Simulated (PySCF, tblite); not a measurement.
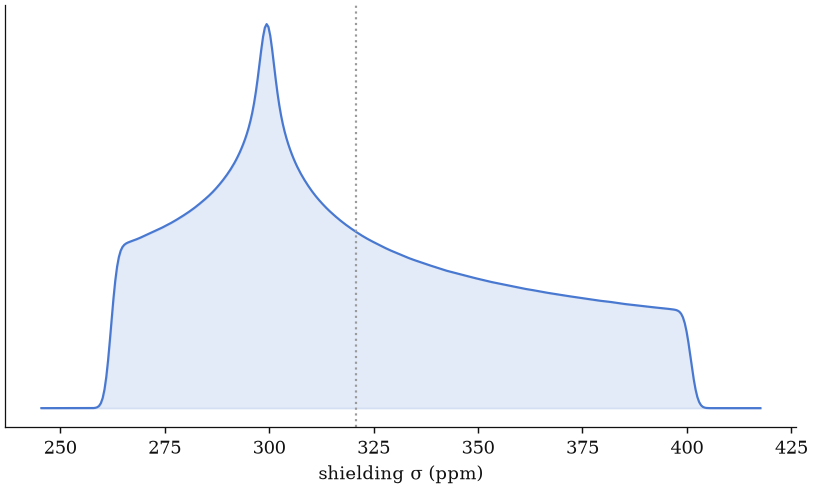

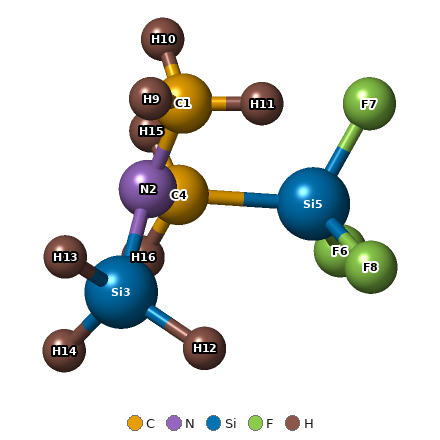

Static powder pattern (¹⁹F) from GIAO shielding tensors of C₂H₈F₃NSi₂, SMILES CN([SiH3])C[Si](F)(F)F, PBE0/pcSseg-1, PySCF 2.14.0, at a GFN2-xTB geometry (a minimum by its frequencies); absolute shielding, one fixed geometry of the isolated molecule without any motion, no dipolar terms. The dotted line is the isotropic value; skew is 3(σiso − σ22)/span.

Question: The pattern belongs to F8. Give the principal values, span and skew.

Answer: F8: σ11, σ22, σ33 = 262, 299, 401 ppm, isotropic 321, span 139 ppm, skew 0.46.

Caveats: the tight-binding geometry is rougher than a DFT one and adds to the error; one conformer of a flexible molecule.
